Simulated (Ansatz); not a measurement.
## Scan of one atom of the cell for HfO2 (tetragonal-ZrO2 type, space group P4_2/nmc)

HfO$_{2}$ (tetragonal-ZrO2 type, space group P4_2/nmc)

```yaml
crystal:
  lattice:
    - [3.56707, 0.00000, 0.00000]
    - [0.00000, 3.56707, 0.00000]
    - [0.00000, 0.00000, 5.16596]
  atoms:
    - { symbol: Hf, position: [0.00000, 0.00000, 0.00000] }
    - { symbol: Hf, position: [0.50000, 0.50000, 0.50000] }
    - { symbol: O, position: [0.00000, 0.50000, 0.20010] }
    - { symbol: O, position: [0.00000, 0.50000, 0.70010] }
    - { symbol: O, position: [0.50000, 0.00000, 0.29990] }
    - { symbol: O, position: [0.50000, 0.00000, 0.79990] }
```

Scan: atom 4 (O, nearest neighbour Hf at 2.061 Å; its periodic images, 3.6 Å or more away, move with it) is displaced towards the nearest neighbour, direction (-0.865, 0.000, -0.501) in Cartesian axes, by s. The other atoms stay.

These are PBEsol (plane waves to 420 eV, PAW, scalar-relativistic; Ansatz, a program for electronic structure) values and carry that method's errors. k mesh 8×8×5 (Γ-centred), Fermi-Dirac smearing 0.05 eV. E stands for the smeared free energy. Left out: 3 of 11 points, with atoms too close for the PAW data. F⊥ is the part of the force across the line. HfO2 is run without spin polarisation. HfO2 was relaxed with its symmetry unable to fall. Spin-orbit coupling is left out, though Hf is heavy. This is a high-temperature form of HfO2. The zero of ΔE is the undisplaced structure.

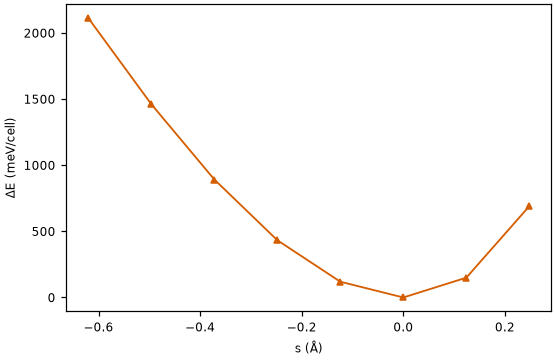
Figure. ΔE (meV/cell) against s (Å); computed points joined by lines.

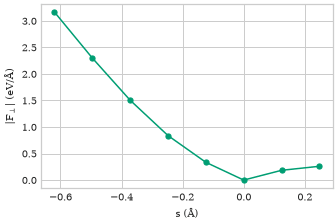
Figure. |F⊥| (eV/Å) against s (Å); computed points joined by lines.

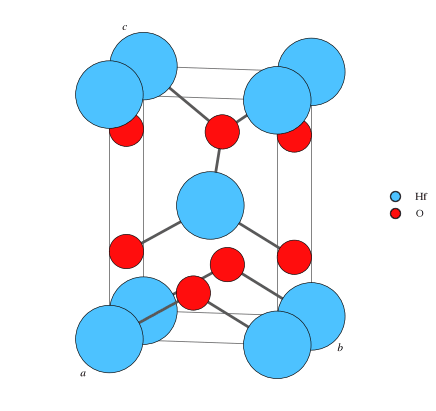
Figure. The cell of the calculation at s = -0.620 Å.

The energy at s = 0.248 Å is 690 meV/cell and the force constant k = d²E/ds² at s = 0 (finite differences) comes out as 17.2 eV/Å². The force along the line at s = -0.620 Å is 5.51 eV/Å. Symmetry of the curve: not even: the positive side lies higher at ±0.248 Å. Harmonic estimate at the end of the scan: ½ks² = 529 meV/cell against the computed 690 meV/cell, so the well is stiffer than harmonic there.

With its periodic images moving along, the atom's site symmetry in this cell is mm2.

(For displaced atoms, the force is minus the slope of the energy, and its curvature is a force constant, which sets phonon frequencies.)
